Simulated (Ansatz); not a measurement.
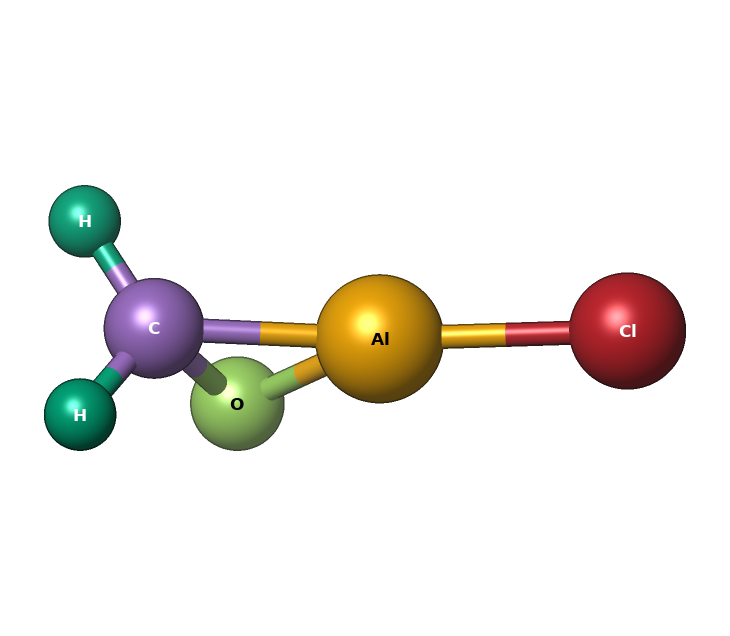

Rendered structure (ball-and-stick style).

Computed geometry: PBE0-D4/def2-TZVP optimisation.

**Which formula does it have?**

CH2AlClO, 6 atoms: 1 carbon, 2 hydrogen, 1 aluminium, 1 chlorine and 1 oxygen.

**How many atoms are distinct by symmetry?**

5: 1 Cl, 1 Al, 1 C, 1 O, 2 H.

**What is its SMILES?**

[Cl][Al]1[CH2][O]1

**Give the symmetry (Schoenflies symbol).**

Cs.

**How many bonds of each kind are drawn?**

2 C–H, 1 Al–Cl, 1 C–Al, 1 C–O, 1 Al–O.

More results for the same structure follow; atom numbers are the same in all pictures, views and colours differ.

**Shape**

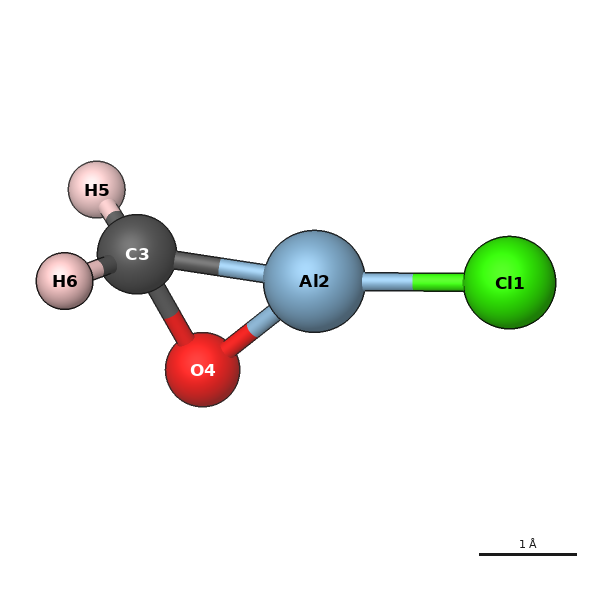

The atoms are numbered.

**Describe the coordination of atom 2.**

Al2 has 3 neighbours (Cl1 at 2.07, C3 at 1.87, O4 at 1.69 Å); the arrangement is T-shaped.

**What is the dihedral angle Cl1–Al2–O4–C3?**

180° in size, that is anti.

**Electronic properties**

Method: RKS PBE0-D4/def2-TZVPP (Ansatz 0.2.0).

Computed properties:

- HOMO energy (Kohn–Sham orbital): −6.85 eV
- LUMO energy (Kohn–Sham orbital): −1.55 eV
- HOMO–LUMO gap: 5.30 eV
- vertical ionisation energy: 9.07 eV

**Charges**

The questions are on Mulliken charges. Level of theory: RKS ωB97M-V/def2-TZVPP (Ansatz 0.2.0).

List the Mulliken charges.

| atom | value (e) |
| --- | --- |
| Cl1 | −0.14 |
| Al2 | 0.47 |
| C3 | −0.15 |
| O4 | −0.39 |
| H5 | 0.11 |
| H6 | 0.11 |

**Thermal motion**

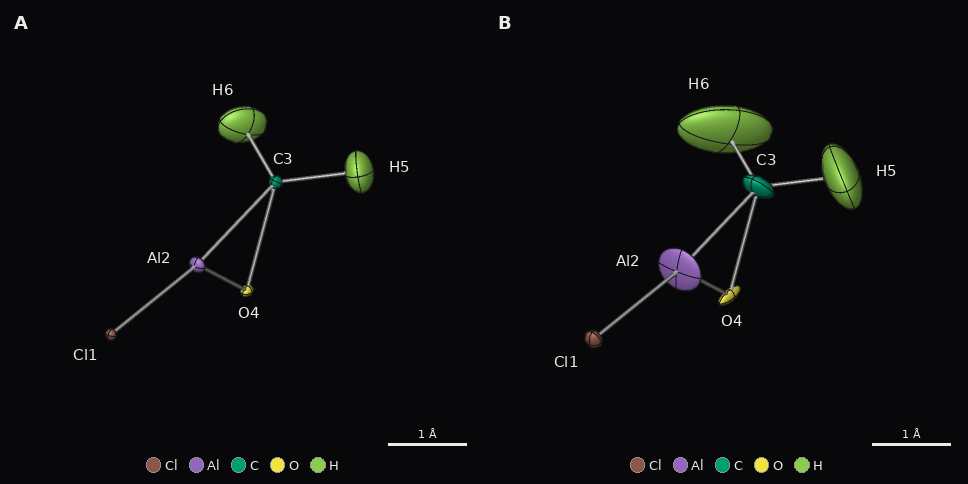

Displacement ellipsoids at the 50 % level, scaled by 1.5, from the internal vibrations of the free molecule (harmonic, no overall translation or rotation; no half-axis is drawn under 0.075 Å). Vibrations computed with RKS PBE0-D4/def2-TZVP (Ansatz 0.2.0). One panel is for 0 K (zero-point motion alone), the other for 900 K.

**Which panel is for 900 K?**

B.

**How much does the mean-square displacement of Al2 grow, and why?**

U_eq goes from 0.0017 to 0.0122 Å², a factor of 7.0. Modes below kT (626 cm⁻¹ at 900 K) grow about in proportion to T, and the lowest lies at 159 cm⁻¹; the mean-square amplitude of a mode is its zero-point value times coth(ħω/2kT), which comes close to 1 only above about 3kT.

Mulliken values depend strongly on the basis set and can even reverse the polarity of a bond.
